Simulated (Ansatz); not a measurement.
## Run report: C$_{3}$H$_{7}$NSi, geometry relaxation (part 1 of 2)

System: C$_{3}$H$_{7}$NSi.
Method: RKS BHLYP/6-31G* (Ansatz 0.2.0).

It belongs to a series of runs on one base structure; here: end point B relaxed.

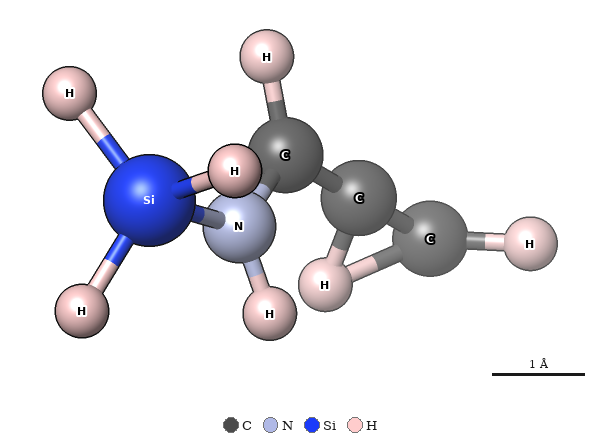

Fig. 1: The starting structure (ball-and-stick view, seen at a tilt). Bond lengths as drawn: C–C 1.25 to 1.29 Å, C–H 1.09 to 1.34 Å, C–N 1.38 Å, H–N 1.02 Å, H–Si 1.44 to 1.49 Å and N–Si 1.67 Å.

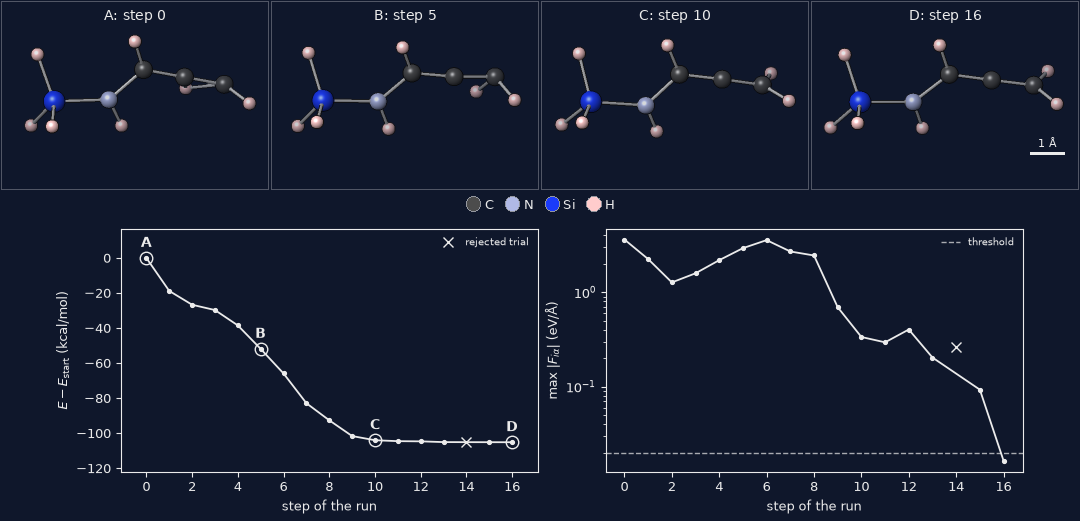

Fig. 2: Frames of the relaxation (ball-and-stick view, seen at a tilt) above the curves, on which the letters mark them (the first geometry is step 0 here and step 1 in the log).

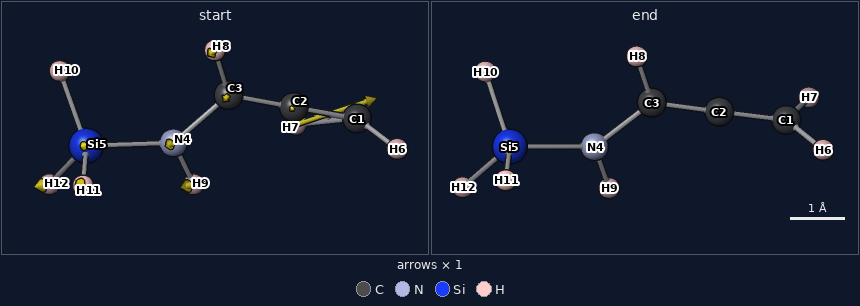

Fig. 3: Before (left) and after (right) the relaxation, at one scale (ball-and-stick view, seen at a tilt). The yellow arrows give the displacements, at true length. The largest move after the best rigid fit is that of H7, 1.63 Å. Largest moves by element: H 1.63 Å, N 0.26 Å, C 0.20 Å, Si 0.19 Å. Among the contacts that change: C2–H7 1.090 → 2.084 Å, C1–H7 1.336 → 1.082 Å, N4–Si5 1.666 → 1.730 Å, C1–C2 1.247 → 1.299 Å. Bonds break: C2–H7 (1.09 → 2.08 Å). Among the angles that change: C2–C1–H7 49.8° → 122.0°, H6–C1–H7 143.7° → 116.2°, N4–Si5–H11 104.4° → 114.8°. Over 16 geometry steps the energy falls by 105.1 kcal/mol. The largest force component goes from 3.6 to 0.016 eV/Å. The line search rejected the trial step at point 14 (counted from 0) and went back. (Atoms are counted from 1 in the order of the input.)

The input and output of the run follow.

## Input
```yaml
crystal:
  periodic: [false, false, false]
  atoms:
    - { symbol: C, position_ang: [-1.1715, 1.8768, 1.7068] }
    - { symbol: C, position_ang: [-0.6662, 0.8537, 1.2051] }
    - { symbol: C, position_ang: [-0.1388, -0.204, 0.6966] }
    - { symbol: "N", position_ang: [0.2315, -0.2786, -0.6306] }
    - { symbol: Si, position_ang: [0.9688, -1.4334, -1.5782] }
    - { symbol: H, position_ang: [-0.617, 2.7281, 2.1243] }
    - { symbol: H, position_ang: [-1.46695, 1.23634, 0.57226] }
    - { symbol: H, position_ang: [0.1859, -1.0451, 1.3237] }
    - { symbol: H, position_ang: [-0.0311, 0.59, -1.0856] }
    - { symbol: H, position_ang: [0.6993, -2.7749, -0.9909] }
    - { symbol: H, position_ang: [2.4029, -1.1148, -1.493] }
    - { symbol: H, position_ang: [0.484, -1.2904, -2.93] }
basis:
  gaussian: { orbitals: "6-31G*" }
hamiltonian:
  xc: { name: BHLYP }
relax:
  f_tol: 0.02
  max_steps: 50
```

Launched with:
```bash
ansatz run input.yaml --threads 2 --pin off --max-ram 3072MiB --backend cpu --events-out ev --progress --plain --runs-dir out
```

## Output
```
The last accepted step is kept in [file] (removed where the run ends without a failure and the disk answers)
Engine: ansatz 0.2.0, aarch64-unknown-linux-gnu
Functional definition: BHLYP
  parameter a = 0.5
  exchange = (1 - a)*b88_x + a*exact_x
  correlation = lyp_c
1060 factors; integrals over basis functions are off by at most 6.8e-4 eV
mean field evaluation 1: about -12578.6151 eV, gradient 4.4e1 eV
mean field evaluation 2: about -12579.7427 eV, gradient 3.9e1 eV
mean field evaluation 4: about -12582.9035 eV, gradient 2.9e0 eV
mean field evaluation 8: about -12582.9895 eV, gradient 8.0e-2 eV
mean field evaluation 16: about -12582.9896 eV, gradient 1.0e-4 eV
mean field -12582.98955257 eV, -462.4163370004 hartree, gradient 2.5e-5 eV, S^2 0.000000; 0 other end points of the search recorded, 0 dependent functions left out
the calculation of the forces begins
reference -12582.98972481 eV, -462.4163433299 hartree; 23, 23 occupied and 70, 70 virtual orbitals, 1060 factors
relax step   1: F+E_penalty+E_count = -12582.98955257 eV  Δ(F+E_penalty+E_count) = +0.000e0 eV  max|allowed force component| = 3.619e0 eV/Å  Δτ_max = 0.0000 Å  (30 SCF iters, accepted)
these checks for a lower state are left out or cut short: starts, cluster_reference, orbital_swaps, neighbouring_geometries, increment
1060 factors; integrals over basis functions are off by at most 7.2e-4 eV
mean field -12583.80458948 eV, -462.4462890544 hartree, gradient 1.4e-5 eV, S^2 0.000000; 0 other end points of the search recorded, 0 dependent functions left out
[... from here on the field's lines of each further geometry are left out, up to the last ...]
relax step   2: F+E_penalty+E_count = -12583.80458948 eV  Δ(F+E_penalty+E_count) = -8.150e-1 eV  max|allowed force component| = 2.246e0 eV/Å  Δτ_max = 0.1946 Å  (35 SCF iters, accepted)
relax step   3: F+E_penalty+E_count = -12584.14653318 eV  Δ(F+E_penalty+E_count) = -3.419e-1 eV  max|allowed force component| = 1.273e0 eV/Å  Δτ_max = 0.1986 Å  (35 SCF iters, accepted)
relax step   4: F+E_penalty+E_count = -12584.27760037 eV  Δ(F+E_penalty+E_count) = -1.311e-1 eV  max|allowed force component| = 1.590e0 eV/Å  Δτ_max = 0.1006 Å  (35 SCF iters, accepted)
relax step   5: F+E_penalty+E_count = -12584.65736077 eV  Δ(F+E_penalty+E_count) = -3.798e-1 eV  max|allowed force component| = 2.190e0 eV/Å  Δτ_max = 0.2000 Å  (34 SCF iters, accepted)
relax step   6: F+E_penalty+E_count = -12585.23855722 eV  Δ(F+E_penalty+E_count) = -5.812e-1 eV  max|allowed force component| = 2.935e0 eV/Å  Δτ_max = 0.1950 Å  (32 SCF iters, accepted)
relax step   7: F+E_penalty+E_count = -12585.84607755 eV  Δ(F+E_penalty+E_count) = -6.075e-1 eV  max|allowed force component| = 3.569e0 eV/Å  Δτ_max = 0.1953 Å  (33 SCF iters, accepted)
relax step   8: F+E_penalty+E_count = -12586.58199674 eV  Δ(F+E_penalty+E_count) = -7.359e-1 eV  max|allowed force component| = 2.705e0 eV/Å  Δτ_max = 0.1951 Å  (32 SCF iters, accepted)
relax step   9: F+E_penalty+E_count = -12587.00472275 eV  Δ(F+E_penalty+E_count) = -4.227e-1 eV  max|allowed force component| = 2.454e0 eV/Å  Δτ_max = 0.1998 Å  (34 SCF iters, accepted)
relax step  10: F+E_penalty+E_count = -12587.39439317 eV  Δ(F+E_penalty+E_count) = -3.897e-1 eV  max|allowed force component| = 6.946e-1 eV/Å  Δτ_max = 0.2000 Å  (32 SCF iters, accepted)
relax step  11: F+E_penalty+E_count = -12587.49770395 eV  Δ(F+E_penalty+E_count) = -1.033e-1 eV  max|allowed force component| = 3.360e-1 eV/Å  Δτ_max = 0.2000 Å  (33 SCF iters, accepted)
relax step  12: F+E_penalty+E_count = -12587.52074013 eV  Δ(F+E_penalty+E_count) = -2.304e-2 eV  max|allowed force component| = 2.951e-1 eV/Å  Δτ_max = 0.2000 Å  (32 SCF iters, accepted)
relax step  13: F+E_penalty+E_count = -12587.52533919 eV  Δ(F+E_penalty+E_count) = -4.599e-3 eV  max|allowed force component| = 4.034e-1 eV/Å  Δτ_max = 0.1233 Å  (32 SCF iters, accepted)
relax step  14: F+E_penalty+E_count = -12587.54405867 eV  Δ(F+E_penalty+E_count) = -1.872e-2 eV  max|allowed force component| = 2.036e-1 eV/Å  Δτ_max = 0.1996 Å  (31 SCF iters, accepted)
relax step  15: F+E_penalty+E_count = -12587.54161117 eV  Δ(F+E_penalty+E_count) = +2.447e-3 eV  max|allowed force component| = 2.638e-1 eV/Å  Δτ_max = 0.0343 Å  (33 SCF iters, rejected (line search))
relax step  16: F+E_penalty+E_count = -12587.54657357 eV  Δ(F+E_penalty+E_count) = -2.515e-3 eV  max|allowed force component| = 9.301e-2 eV/Å  Δτ_max = 0.0171 Å  (26 SCF iters, accepted)
the calculation of the forces begins
reference -12587.54755826 eV, -462.5838406198 hartree; 23, 23 occupied and 70, 70 virtual orbitals, 1060 factors
relax step  17: F+E_penalty+E_count = -12587.54738587 eV  Δ(F+E_penalty+E_count) = -8.123e-4 eV  max|allowed force component| = 1.646e-2 eV/Å  Δτ_max = 0.0351 Å  (32 SCF iters, accepted)
1060 factors; integrals over basis functions are off by at most 7.1e-4 eV
mean field -12587.54738587 eV, -462.5838342846 hartree, gradient 2.1e-5 eV, S^2 0.000000; 1 other end points of the search recorded, 0 dependent functions left out
the calculation of the forces begins
reference -12587.54755826 eV, -462.5838406198 hartree; 23, 23 occupied and 70, 70 virtual orbitals, 1060 factors
Total energy: -12587.54755826 eV, -462.5838406198 hartree
Atom 0 at    -1.158457     1.893148     1.669765 Å, force     0.006537     0.006782     0.004550 eV/Å
Atom 1 at    -0.640715     0.858800     1.078965 Å, force     0.010702    -0.016462     0.002712 eV/Å
Atom 2 at    -0.130836    -0.188503     0.492918 Å, force    -0.010889     0.005295    -0.007513 eV/Å
Atom 3 at     0.146313    -0.319985    -0.870577 Å, force     0.001049     0.001157    -0.000609 eV/Å
Atom 4 at     1.154171    -1.533629    -1.581541 Å, force    -0.004180     0.013451     0.005811 eV/Å
Atom 5 at    -0.543143     2.672884     2.098368 Å, force    -0.009107    -0.002333     0.001301 eV/Å
Atom 6 at    -2.228165     2.022700     1.763876 Å, force    -0.001030     0.003153    -0.000579 eV/Å
Atom 7 at     0.088406    -1.066504     1.084279 Å, force     0.003512     0.005034    -0.005642 eV/Å
Atom 8 at    -0.099054     0.488523    -1.413093 Å, force     0.007305    -0.013029    -0.000979 eV/Å
Atom 9 at     0.792762    -2.843722    -1.006282 Å, force    -0.002264    -0.000459     0.001836 eV/Å
Atom 10 at     2.606244    -1.341009    -1.364233 Å, force    -0.002263     0.000369    -0.001530 eV/Å
Atom 11 at     0.893324    -1.498963    -3.031985 Å, force     0.000627    -0.002958     0.000640 eV/Å
Dipole moment:     0.022635     0.058302    -0.104045 e Å
```

## Trajectory as extended XYZ (Å, eV, eV/Å), 17 frames, from step=1 to step=17
```
12
Properties=species:S:1:pos:R:3:forces:R:3 step=1 energy=-12582.98955
C    -1.1715    1.8768    1.7068   -2.6723   3.6190   2.8807
C    -0.6662    0.8537    1.2051    3.2599  -3.0494   0.9167
C    -0.1388   -0.2040    0.6966    2.2590  -3.2698   0.4417
N     0.2315   -0.2786   -0.6306   -1.8695   1.9978  -0.2437
Si    0.9688   -1.4334   -1.5782    1.1026  -1.1157   0.3829
H    -0.6170    2.7281    2.1243   -0.0855  -0.0940  -0.7690
H    -1.4669    1.2363    0.5723   -2.2525   2.2540  -1.7148
H     0.1859   -1.0451    1.3237   -0.4467   0.4838  -0.3458
H    -0.0311    0.5900   -1.0856    0.3730  -0.4369  -0.2085
H     0.6993   -2.7749   -0.9909    0.0983   0.1404  -0.2444
H     2.4029   -1.1148   -1.4930    0.3767  -0.4776  -0.4307
H     0.4840   -1.2904   -2.9300   -0.1430  -0.0516  -0.6653
12
Properties=species:S:1:pos:R:3:forces:R:3 step=2 energy=-12583.80459
C    -1.2384    1.8769    1.8468   -1.1127   0.9684   0.3665
C    -0.6514    0.8623    1.2854    2.2460  -1.6798   0.2969
C    -0.0590   -0.1821    0.7254    0.3181  -1.1160   0.6388
N     0.2078   -0.2680   -0.6465   -0.9939   1.1020   0.0529
Si    0.9941   -1.4424   -1.5834    0.7983  -0.7101  -0.0868
H    -0.7290    2.8400    2.0722   -0.1505  -0.8638  -0.4028
H    -1.4914    1.3241    0.6377   -1.1670   1.8648  -0.3903
H     0.1398   -1.0899    1.3007    0.1402   0.6293  -0.1554
H     0.0025    0.6086   -1.1034    0.1666  -0.2365  -0.1317
H     0.7197   -2.7921   -1.0423   -0.0220   0.0898   0.0094
H     2.4726   -1.2563   -1.6070   -0.1294  -0.1172  -0.0547
H     0.5136   -1.3373   -2.9651   -0.0935   0.0691  -0.1429
12
Properties=species:S:1:pos:R:3:forces:R:3 step=3 energy=-12584.14653
C    -1.3171    1.8531    1.9067   -0.3112  -0.3419  -0.6410
C    -0.6656    0.8542    1.3077    1.2727  -0.8064  -0.3953
C    -0.0402   -0.1780    0.7224   -0.5076   0.3613   0.4816
N     0.1436   -0.2780   -0.6785   -0.0969   0.3400   0.3626
Si    1.0092   -1.4643   -1.5787    0.3156  -0.2864  -0.3544
H    -0.7829    2.7932    2.1406   -0.0239  -0.6280  -0.3814
H    -1.4594    1.5162    0.5990   -0.2589   0.8817   0.7401
H     0.2605   -1.0415    1.3114   -0.0664   0.4207  -0.1596
H    -0.0173    0.5969   -1.1486    0.0069  -0.0968  -0.0513
H     0.7113   -2.8070   -1.0498   -0.0403   0.0192   0.1139
H     2.5013   -1.3392   -1.6319   -0.2958   0.0741   0.1446
H     0.5375   -1.3618   -2.9799    0.0058   0.0626   0.1402
12
Properties=species:S:1:pos:R:3:forces:R:3 step=4 energy=-12584.27760
C    -1.3309    1.8045    1.9469   -0.0718  -0.4749  -1.5897
C    -0.6486    0.8360    1.3125    0.8626  -0.2169  -0.0128
C    -0.0297   -0.1760    0.7075   -0.6107   0.5651  -0.0370
N     0.1321   -0.2683   -0.6984    0.1554  -0.0246   0.3294
Si    1.0105   -1.4764   -1.5795    0.0218   0.0439  -0.1682
H    -0.7928    2.7484    2.0791    0.1523  -0.2989   0.1822
H    -1.4722    1.6056    0.6433   -0.3573   0.3387   0.9613
H     0.2902   -1.0235    1.2890    0.0527   0.0732   0.0351
H    -0.0130    0.6024   -1.1784   -0.0422  -0.0259   0.0215
H     0.6957   -2.8024   -1.0210   -0.0380  -0.0054   0.0511
H     2.4962   -1.3485   -1.5991   -0.1825   0.0501   0.0884
H     0.5434   -1.3580   -2.9815    0.0577  -0.0243   0.1387
```
